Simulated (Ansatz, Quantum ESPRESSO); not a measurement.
# Os(0001), 4 layers, one monolayer of F on fcc sites against a metal electrode, part 2 of 6

How does the Fermi level of Os(0001), 4 layers, one monolayer of F on fcc sites move as charge is added against a counter-electrode?

Quantum ESPRESSO 7.5; plane-wave DFT, PBE, GBRV ultrasoft pseudopotentials; geometry by Ansatz 0.2.0 with PAW datasets.

So far. Step 2 (Geometry from Ansatz): The relaxation lowers the energy by 292 meV an atom. Held were the atoms numbered 1 and 2; the forces quoted are those on the free ones.

## 3. SCF with pw.x: charge -0.0195 e

ESM with bc3 puts vacuum below and a metal electrode at the cell's upper end, z = c/2, which holds the counter charge and sets the zero of potential. tot_charge counts missing electrons, so a negative value adds electrons. The energies and forces that the log prints for charged cells are not used here.

Level of this step: plane-wave DFT, PBE, GBRV ultrasoft pseudopotentials (Quantum ESPRESSO 7.5).

Contents of q0.in:

```
&control
  prefix = 'q0'
  outdir = './out'
  pseudo_dir = './pseudo'
  calculation = 'scf'
  tprnfor = .true.
/
&system
  ibrav = 0
  nat = 5
  ntyp = 2
  ecutwfc = 40
  ecutrho = 200
  occupations = 'smearing'
  smearing = 'mv'
  degauss = 0.02
  assume_isolated = 'esm'
  esm_bc = 'bc3'
  tot_charge = -0.0195
/
&electrons
  conv_thr = 1e-08
  mixing_beta = 0.4
  electron_maxstep = 120
  mixing_mode = 'local-TF'
/
ATOMIC_SPECIES
  Os  190.2300  os_pbe_v1.2.uspp.F.UPF
  F   18.9984  f_pbe_v1.4.uspp.F.UPF
CELL_PARAMETERS angstrom
  2.74000000001769 0.00000000000000 0.00000000000000
  1.37000000000884 2.37290960638468 0.00000000000000
  0.00000000000000 0.00000000000000 24.48969000000000
ATOMIC_POSITIONS crystal
  Os  0.666666666667 0.666666666667 -0.068350674544
  Os  -0.000000000000 -0.000000000000 0.019981599156
  Os  0.666666666667 0.666666666667 0.109861094108
  Os  -0.000000000000 -0.000000000000 0.194647382651
  F   0.333333333333 0.333333333333 0.262718181850
K_POINTS automatic
  12 12 1 0 0 0
```

On the command line:

```bash
$ OMP_NUM_THREADS=1 mpirun -n 4 pw.x -nk 4 -in q0.in > q0.out
```

The log of the run:

```text
Program PWSCF v.7.5 starts
[citation notice left out]

     Parallel version (MPI & OpenMP), running on       4 processor cores
     Number of MPI processes:                 4
     Threads/MPI process:                     1

     MPI processes distributed on     1 nodes
[...]
Current dimensions of program PWSCF are:
     Max number of different atomic species (ntypx) = 10
     Max number of k-points (npk) =  40000
     Max angular momentum in pseudopotentials (lmaxx) =  4
     Message from routine setup:
     using ibrav=0 with symmetry is DISCOURAGED, use correct ibrav instead

     K-points division:     npool     =       4
     Subspace diagonalization in iterative solution of the eigenvalue problem:
     a serial algorithm will be used

     G-vector sticks info
     --------------------
     sticks:   dense  smooth     PW     G-vecs:    dense   smooth      PW
     Sum         367     301     91                51371    36919    6785

     Using Slab Decomposition

     bravais-lattice index     =            0
     lattice parameter (alat)  =       5.1778  a.u.
     unit-cell volume          =    1074.5129 (a.u.)^3
     number of atoms/cell      =            5
     number of atomic types    =            2
     number of electrons       =        71.02
     number of Kohn-Sham states=           43
     kinetic-energy cutoff     =      40.0000  Ry
     charge density cutoff     =     200.0000  Ry
     scf convergence threshold =      1.0E-08
     mixing beta               =       0.4000
     number of iterations used =            8  local-TF  mixing
     Exchange-correlation=  SLA  PW   PBX  PBC
                           (   1   4   3   4   0   0   0)

     Effective Screening Medium Method
     =================================
     Boundary Conditions: Vacuum-Slab-Metal
     total charge in unit cell        =  -0.0195
     grid points for fit at edges     =        4

     celldm(1)=   5.177850  celldm(2)=   0.000000  celldm(3)=   0.000000
     celldm(4)=   0.000000  celldm(5)=   0.000000  celldm(6)=   0.000000

     crystal axes: (cart. coord. in units of alat)
               a(1) = (   1.000000   0.000000   0.000000 )
               a(2) = (   0.500000   0.866025   0.000000 )
               a(3) = (   0.000000   0.000000   8.937843 )

     reciprocal axes: (cart. coord. in units 2 pi/alat)
               b(1) = (  1.000000 -0.577350  0.000000 )
               b(2) = (  0.000000  1.154701  0.000000 )
               b(3) = (  0.000000  0.000000  0.111884 )

     PseudoPot. # 1 for Os read from file:
     ./pseudo/os_pbe_v1.2.uspp.F.UPF
     Pseudo is Ultrasoft + core correction, Zval = 16.0
     Generated by new atomic code, or converted to UPF format
     Using radial grid of  983 points,  8 beta functions with:
                l(1) =   0
                l(2) =   0
                l(3) =   1
                l(4) =   1
                l(5) =   2
                l(6) =   2
                l(7) =   3
                l(8) =   3
     Q(r) pseudized with  8 coefficients,  rinner =    1.150   1.150   1.150
                                                       1.150   1.150   1.150
                                                       1.150

     PseudoPot. # 2 for F  read from file:
     ./pseudo/f_pbe_v1.4.uspp.F.UPF
     Pseudo is Ultrasoft, Zval =  7.0
     Generated by new atomic code, or converted to UPF format
     Using radial grid of  799 points,  4 beta functions with:
                l(1) =   0
                l(2) =   0
                l(3) =   1
                l(4) =   1
     Q(r) pseudized with  8 coefficients,  rinner =    0.950   0.950   0.950

     atomic species   valence    mass     pseudopotential
     Os               16.00   190.23000     Os( 1.00)
     F                 7.00    18.99840     F ( 1.00)

      6 Sym. Ops. (no inversion) found

   Cartesian axes

     site n.     atom                  positions (alat units)
         1        Os     tau(   1) = (   1.0000000   0.5773503  -0.6109076  )
         2        Os     tau(   2) = (   0.0000000   0.0000000   0.1785924  )
         3        Os     tau(   3) = (   1.0000000   0.5773503   0.9819212  )
         4        Os     tau(   4) = (   0.0000000   0.0000000   1.7397278  )
         5        F      tau(   5) = (   0.5000000   0.2886751   2.3481339  )

     number of k points=    19  Marzari-Vanderbilt smearing, width (Ry)=  0.0200
                       cart. coord. in units 2pi/alat
        k(    1) = (   0.0000000   0.0000000   0.0000000), wk =   0.0138889
        k(    2) = (   0.0000000   0.0962250   0.0000000), wk =   0.0833333
        k(    3) = (   0.0000000   0.1924501   0.0000000), wk =   0.0833333
        k(    4) = (   0.0000000   0.2886751   0.0000000), wk =   0.0833333
        k(    5) = (   0.0000000   0.3849002   0.0000000), wk =   0.0833333
        k(    6) = (   0.0000000   0.4811252   0.0000000), wk =   0.0833333
        k(    7) = (   0.0000000  -0.5773503   0.0000000), wk =   0.0416667
        k(    8) = (   0.0833333   0.1443376   0.0000000), wk =   0.0833333
        k(    9) = (   0.0833333   0.2405626   0.0000000), wk =   0.1666667
        k(   10) = (   0.0833333   0.3367877   0.0000000), wk =   0.1666667
[...]
k(   19) = (   0.3333333  -0.5773503   0.0000000), wk =   0.0277778

     Dense  grid:    51371 G-vectors     FFT dimensions: (  24,  24, 216)

     Smooth grid:    36919 G-vectors     FFT dimensions: (  24,  24, 192)

     Estimated max dynamical RAM per process >     175.56 MB

     Estimated total dynamical RAM >     664.62 MB

     Initial potential from superposition of free atoms

     starting charge      68.9999, renormalised to      71.0195

     negative rho (up, down):  5.064E-01 0.000E+00
     Starting wfcs are   56 randomized atomic wfcs

     total cpu time spent up to now is        1.5 secs

     per-process dynamical memory:    68.5 Mb

     Self-consistent Calculation

     iteration #  1     ecut=    40.00 Ry     beta= 0.40
     Davidson diagonalization with overlap
     c_bands:  2 eigenvalues not converged
     c_bands:  2 eigenvalues not converged
     c_bands:  1 eigenvalues not converged
     ethr =  1.00E-02,  avg # of iterations =  8.6

     negative rho (up, down):  5.182E-01 0.000E+00

     total cpu time spent up to now is        4.7 secs

     total energy              =    -840.59908766 Ry
     estimated scf accuracy    <     442.91344603 Ry

     iteration #  2     ecut=    40.00 Ry     beta= 0.40
[...]
negative rho (up, down):  5.232E-01 0.000E+00

[...]
total energy              =    -842.79839024 Ry
     estimated scf accuracy    <       0.17502781 Ry

     iteration # 10     ecut=    40.00 Ry     beta= 0.40
[...]
negative rho (up, down):  4.996E-01 0.000E+00

[...]
total energy              =    -842.80163106 Ry
     estimated scf accuracy    <       0.20469547 Ry

     iteration # 11     ecut=    40.00 Ry     beta= 0.40
[...]
negative rho (up, down):  5.013E-01 0.000E+00

[...]
total energy              =    -842.80542263 Ry
     estimated scf accuracy    <       0.30608233 Ry

     iteration # 12     ecut=    40.00 Ry     beta= 0.40
[...]
negative rho (up, down):  4.976E-01 0.000E+00

[...]
total energy              =    -842.79010011 Ry
     estimated scf accuracy    <       0.07118581 Ry

     iteration # 13     ecut=    40.00 Ry     beta= 0.40
[...]
negative rho (up, down):  4.989E-01 0.000E+00

[...]
total energy              =    -842.79131148 Ry
     estimated scf accuracy    <       0.08656381 Ry

     iteration # 14     ecut=    40.00 Ry     beta= 0.40
[...]
negative rho (up, down):  4.993E-01 0.000E+00

[...]
total energy              =    -842.77216167 Ry
     estimated scf accuracy    <       0.01350472 Ry

[...]
iteration # 32     ecut=    40.00 Ry     beta= 0.40
[...]
negative rho (up, down):  4.987E-01 0.000E+00

[...]
total energy              =    -842.76603205 Ry
     estimated scf accuracy    <       0.00000133 Ry

     iteration # 33     ecut=    40.00 Ry     beta= 0.40
[...]
negative rho (up, down):  4.986E-01 0.000E+00

[...]
total energy              =    -842.76592355 Ry
     estimated scf accuracy    <       0.00000233 Ry

     iteration # 34     ecut=    40.00 Ry     beta= 0.40
[...]
negative rho (up, down):  4.986E-01 0.000E+00

[...]
total energy              =    -842.76591747 Ry
     estimated scf accuracy    <       0.00000012 Ry

     iteration # 35     ecut=    40.00 Ry     beta= 0.40
[...]
c_bands:  1 eigenvalues not converged
[...]
negative rho (up, down):  4.986E-01 0.000E+00

[...]
total energy              =    -842.76600835 Ry
     estimated scf accuracy    <       0.00000014 Ry

     iteration # 36     ecut=    40.00 Ry     beta= 0.40
[...]
negative rho (up, down):  4.986E-01 0.000E+00

[...]
total energy              =    -842.76603396 Ry
     estimated scf accuracy    <       0.00000004 Ry

     iteration # 37     ecut=    40.00 Ry     beta= 0.40
[...]
negative rho (up, down):  4.986E-01 0.000E+00

[...]
total energy              =    -842.76602161 Ry
     estimated scf accuracy    <       0.00000010 Ry

     iteration # 38     ecut=    40.00 Ry     beta= 0.40
[...]
negative rho (up, down):  4.986E-01 0.000E+00

[...]
total energy              =    -842.76602675 Ry
     estimated scf accuracy    <       0.00000002 Ry

     iteration # 39     ecut=    40.00 Ry     beta= 0.40
[...]
negative rho (up, down):  4.986E-01 0.000E+00

[...]
End of self-consistent calculation

          k = 0.0000 0.0000 0.0000 (  4569 PWs)   bands (ev):

   -91.4959 -91.4269 -91.3887 -90.9434 -51.3447 -50.9601 -50.5172 -50.4950
   -50.4950 -50.4001 -50.4001 -50.3479 -50.3479 -50.1984 -49.8839 -49.8839
   -28.2061 -15.0139 -13.5961 -12.6600 -12.0664  -9.2016  -8.7588  -8.7588
    -7.9455  -7.9455  -7.7160  -7.7130  -7.6405  -7.6405  -6.9333  -6.8903
    -6.8903  -6.7538  -6.7538  -5.5578  -5.5578  -4.7130  -4.3510  -4.3510
    -3.2127  -3.2126  -2.9402

          k = 0.0000 0.0962 0.0000 (  4567 PWs)   bands (ev):

   -91.4909 -91.4234 -91.3860 -90.9398 -51.3273 -50.9580 -50.5708 -50.5208
   -50.5107 -50.4164 -50.4122 -50.3996 -50.3561 -50.1969 -49.9305 -49.8952
   -28.1725 -14.7454 -13.3438 -12.4063 -11.7988  -9.4319  -8.8293  -8.7167
    -8.2228  -8.1011  -7.8852  -7.7378  -7.6286  -7.4624  -7.1753  -6.8919
    -6.7912  -6.6608  -6.5888  -5.7419  -5.5924  -5.1963  -4.4047  -4.3209
    -3.2128  -3.0895  -2.8520

          k = 0.0000 0.1925 0.0000 (  4569 PWs)   bands (ev):

   -91.4769 -91.4141 -91.3784 -90.9300 -51.2803 -50.9648 -50.6936 -50.6287
   -50.5525 -50.5279 -50.4453 -50.4368 -50.3793 -50.2030 -50.0524 -49.9258
   -28.0803 -14.0078 -12.6909 -11.7612 -11.1295  -9.8983  -9.2230  -8.8665
    -8.6842  -8.6138  -8.3397  -7.8149  -7.5479  -7.2153  -7.0473  -6.8827
    -6.6699  -6.5306  -6.2026  -6.0687  -5.4463  -5.4137  -4.4664  -4.1878
    -3.2191  -2.7070  -2.6658

          k = 0.0000 0.2887 0.0000 (  4581 PWs)   bands (ev):

   -91.4571 -91.4019 -91.3681 -90.9167 -51.2236 -51.0252 -50.8363 -50.7839
   -50.6503 -50.6077 -50.4901 -50.4679 -50.4122 -50.2492 -50.1759 -49.9674
   -27.9532 -13.0442 -12.0265 -11.2325 -10.7023 -10.3534  -9.6353  -9.4183
    -8.9137  -8.7681  -8.6714  -7.9360  -7.7699  -7.1374  -6.9407  -6.8442
    -6.5123  -5.8534  -5.7885  -5.2532  -5.1826  -4.6452  -4.2451  -3.8824
    -3.2078  -2.4898  -2.1506

          k = 0.0000 0.3849 0.0000 (  4615 PWs)   bands (ev):

   -91.4361 -91.3908 -91.3578 -90.9033 -51.2111 -51.1480 -50.9656 -50.9040
   -50.7007 -50.6612 -50.5347 -50.5204 -50.4461 -50.3664 -50.2064 -50.0087
   -27.8243 -12.3413 -11.8756 -11.3607 -10.9496 -10.7102  -9.8696  -9.5669
    -9.2493  -8.9223  -8.6583  -7.5361  -7.3575  -7.2428  -7.0894  -6.2501
    -6.0896  -4.8216  -4.8106  -4.2966  -4.1817  -3.6771  -3.4265  -3.4069
    -3.0428  -2.3492  -1.6071

          k = 0.0000 0.4811 0.0000 (  4621 PWs)   bands (ev):

   -91.4194 -91.3842 -91.3501 -90.8934 -51.2805 -51.2420 -51.0818 -50.9006
   -50.7222 -50.6996 -50.5767 -50.5671 -50.4714 -50.4382 -50.2184 -50.0387
   -27.7285 -12.1891 -12.0458 -11.6656 -11.1964 -10.9739 -10.0854  -9.7478
    -9.1712  -9.0546  -8.8223  -7.5392  -7.4068  -6.6758  -6.4012  -6.2306
    -4.7221  -4.2745  -3.4763  -3.1394  -3.0371  -2.8680  -2.5911  -2.4948
    -2.4725  -2.0973  -0.9881

[...]
the Fermi energy is    -4.5834 ev

!    total energy              =    -842.76604350 Ry
     estimated scf accuracy    <          9.6E-09 Ry
     smearing contrib. (-TS)   =      -0.00101346 Ry
     internal energy E=F+TS    =    -842.76503003 Ry

     The total energy is F=E-TS. E is the sum of the following terms:
     one-electron contribution =  -88981.35628851 Ry
     hartree contribution      =   44466.82750712 Ry
     xc contribution           =    -159.00450819 Ry
     ewald contribution        =   43830.76825955 Ry

     convergence has been achieved in  39 iterations

     negative rho (up, down):  4.986E-01 0.000E+00

     Forces acting on atoms (cartesian axes, Ry/au):

     atom    1 type  1   force =    -0.00000000   -0.00000000    0.01938888
     atom    2 type  1   force =     0.00000000    0.00000000   -0.01817110
     atom    3 type  1   force =     0.00000000    0.00000000    0.00102251
     atom    4 type  1   force =     0.00000000    0.00000000   -0.00855892
     atom    5 type  2   force =     0.00000000    0.00000000    0.00677904

     Total force =     0.028747     Total SCF correction =     0.001076

[...]
=------------------------------------------------------------------------------=
   JOB DONE.
=------------------------------------------------------------------------------=
[...]
```

Run time: 1.9 min. Hardware: 4 MPI ranks of Arm Neoverse V2, shared host; peak memory 0.83 GiB; 7.4 min of CPU time.

Numbers from this step:

| Quantity | Value |
| --- | --- |
| Fermi energy | -4.583 eV |
| vacuum line at the lower end of the cell, over the Fermi level | 5.352 eV |
| slope of the potential above | -0.5423 eV/Å |
| vacuum line at the upper end of the cell, over the Fermi level | 4.583 eV |

The potential energy, planar mean oscillates, so the rows of the table below give means over windows of 1.13 Å about each position, cut where the curve ends. Its maxima inside the range that stand out by 2 % of the span (Å: eV): -1.7: -10.6, -0.6: -2.80, 0.5: -11.2, 1.6: -2.69, 2.7: -11.3, 3.7: -3.89, 4.8: -11.1, 5.9: -1.80, 7.7: 6.88. Its minima: -2.0: -13.6, -1.2: -14.0, 0.1: -14.4, 0.9: -14.5, 2.3: -14.5, 3.1: -14.5, 4.3: -14.3, 5.2: -14.8, 6.3: -6.18.

Electrostatic potential energy of an electron; zero at the Fermi level. Potential energy, planar mean against z; means over each step:

```tsv
z (Å)	potential energy, planar mean (eV)
-11.68	5.35
-10.55	5.35
-9.42	5.35
-8.29	5.35
-7.16	5.35
-6.03	5.35
-4.90	5.33
-3.77	4.86
-2.64	-3.17
-1.51	-12.0
-0.38	-7.62
0.75	-11.9
1.88	-7.91
3.01	-11.6
4.14	-9.55
5.27	-10.1
6.40	-2.80
7.53	6.41
8.66	6.52
9.79	5.91
10.92	5.30
12.05	4.82
```

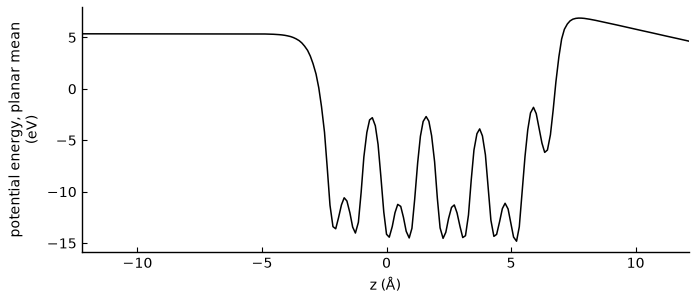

Potential energy, planar mean, plotted against z.

The program's own clock; routines nest. Time by routine:

```tsv
routine	wall time (s)	calls
PWSCF	110.7	1
electrons	108.6	1
c_bands	75.14	39
cegterg	64.37	195
h_psi	43.6	1154
fftw	33.87	50565
vloc_psi	32.07	1154
sum_band	15.25	39
mix_rho	10.63	39
calbec	7.92	1369
ffts	6.42	4641
newd	5.78	40
add_vuspsi	5.75	1154
s_psi	5.71	1154
```

The run needed 39 iterations to bring the estimated error under 1e-08 Ry.

Inside the slab this potential holds the local part of the pseudopotentials, which can be repulsive at the nuclei; only its value in the vacuum has a meaning of its own.

Gauss's law asks for a slope of 180.95 q/A = -0.543 eV/Å in the gap; the run gives -0.542.

## 4. SCF with pw.x: charge -0.0098 e

The charge is stepped; where the run before has converged, its density is the start.

q1.in is the input of step 3 with these lines changed:

```diff
@@ -1,3 +1,3 @@
 &control
-  prefix = 'q0'
+  prefix = 'q1'
   outdir = './out'
@@ -18,3 +18,3 @@
   esm_bc = 'bc3'
-  tot_charge = -0.0195
+  tot_charge = -0.0098
 /
@@ -25,2 +25,3 @@
   mixing_mode = 'local-TF'
+  startingpot = 'file'
 /
```

On the command line:

```bash
$ cp -r out/q0.save out/q1.save
$ OMP_NUM_THREADS=1 mpirun -n 4 pw.x -nk 4 -in q1.in > q1.out
```

The log of the run:

```text
[banner, memory and clock lines left out]
Program PWSCF v.7.5 starts
[...]
Message from routine setup:
[...]
number of electrons       =        71.01
     number of Kohn-Sham states=           43
     kinetic-energy cutoff     =      40.0000  Ry
     charge density cutoff     =     200.0000  Ry
[...]
number of k points=    19  Marzari-Vanderbilt smearing, width (Ry)=  0.0200
[...]
Dense  grid:    51371 G-vectors     FFT dimensions: (  24,  24, 216)
[...]
The initial density is read from file :
[...]
negative rho (up, down):  4.985E-01 0.000E+00
     Starting wfcs are   56 randomized atomic wfcs
[...]
negative rho (up, down):  4.986E-01 0.000E+00
[...]
estimated scf accuracy    <       1.74022931 Ry
[...]
negative rho (up, down):  4.988E-01 0.000E+00
[...]
estimated scf accuracy    <       0.01607995 Ry
[...]
negative rho (up, down):  4.990E-01 0.000E+00
[...]
estimated scf accuracy    <       0.00622763 Ry
[...]
negative rho (up, down):  4.988E-01 0.000E+00
[...]
estimated scf accuracy    <       0.00203213 Ry
[...]
negative rho (up, down):  4.986E-01 0.000E+00
[...]
estimated scf accuracy    <       0.00178354 Ry
[...]
negative rho (up, down):  4.981E-01 0.000E+00
[...]
estimated scf accuracy    <       0.00235330 Ry
[...]
negative rho (up, down):  4.982E-01 0.000E+00
[...]
estimated scf accuracy    <       0.00016124 Ry
[...]
negative rho (up, down):  4.983E-01 0.000E+00
[...]
estimated scf accuracy    <       0.00012922 Ry
[...]
negative rho (up, down):  4.985E-01 0.000E+00
[...]
estimated scf accuracy    <       0.00005360 Ry
[...]
negative rho (up, down):  4.985E-01 0.000E+00
[...]
estimated scf accuracy    <       0.00060278 Ry
[...]
negative rho (up, down):  4.985E-01 0.000E+00
[...]
estimated scf accuracy    <       0.00027426 Ry
[...]
negative rho (up, down):  4.985E-01 0.000E+00
[...]
estimated scf accuracy    <       0.00018128 Ry
[...]
negative rho (up, down):  4.985E-01 0.000E+00
[...]
estimated scf accuracy    <       0.00006167 Ry
[...]
negative rho (up, down):  4.985E-01 0.000E+00
[...]
estimated scf accuracy    <       0.00000147 Ry
[...]
negative rho (up, down):  4.986E-01 0.000E+00
[...]
estimated scf accuracy    <       0.00000287 Ry
[...]
negative rho (up, down):  4.985E-01 0.000E+00
[...]
estimated scf accuracy    <       0.00000666 Ry
[...]
negative rho (up, down):  4.986E-01 0.000E+00
[...]
estimated scf accuracy    <       0.00000084 Ry
[...]
negative rho (up, down):  4.986E-01 0.000E+00
[...]
estimated scf accuracy    <       0.00000079 Ry
[...]
negative rho (up, down):  4.986E-01 0.000E+00
[...]
estimated scf accuracy    <       0.00000021 Ry
[...]
negative rho (up, down):  4.986E-01 0.000E+00
[...]
estimated scf accuracy    <       0.00000008 Ry
[...]
negative rho (up, down):  4.986E-01 0.000E+00
[...]
estimated scf accuracy    <       0.00000017 Ry
[...]
negative rho (up, down):  4.986E-01 0.000E+00
[...]
estimated scf accuracy    <       0.00000006 Ry
[...]
negative rho (up, down):  4.986E-01 0.000E+00
[...]
estimated scf accuracy    <       0.00000001 Ry
[...]
negative rho (up, down):  4.986E-01 0.000E+00
[...]
the Fermi energy is    -6.0574 ev
!    total energy              =    -842.76225048 Ry
     estimated scf accuracy    <          3.6E-09 Ry
     smearing contrib. (-TS)   =      -0.00107687 Ry
     internal energy E=F+TS    =    -842.76117361 Ry
[...]
one-electron contribution =  -88973.70834244 Ry
     hartree contribution      =   44459.17418198 Ry
     xc contribution           =    -158.99527269 Ry
     ewald contribution        =   43830.76825955 Ry
     convergence has been achieved in  24 iterations
     negative rho (up, down):  4.986E-01 0.000E+00
[...]
Total force =     0.027762     Total SCF correction =     0.000492
[...]
```

The job ended after 74 s (4 MPI ranks; peak memory 0.83 GiB).

Read from the output:

```
Fermi energy                                                   : -6.057 eV
vacuum line at the lower end of the cell, over the Fermi level : 5.360 eV
slope of the potential above                                   : -0.2726 eV/Å
vacuum line at the upper end of the cell, over the Fermi level : 6.057 eV
```

The electrode's potential over the Fermi level goes from 4.583 to 6.057 eV, the far face's from 5.352 to 5.360 eV.

(Part 2 of 6 ends here.)

[Logs are printed without paths, hosts, clocks, repeated set-up lines and the standing remarks that a program may print on its own settings, such as how far it seeks lower states.]

[Hosts, paths, dates, database ids (printed as entryN), source tags and the programs' standing remarks are cut or masked in the printed files.]

[Maps of the electrostatic potential energy from Ansatz leave out the sawtooth potential of an applied field or a dipole correction, so their vacuum need not be flat; planar profiles and work functions include it.]
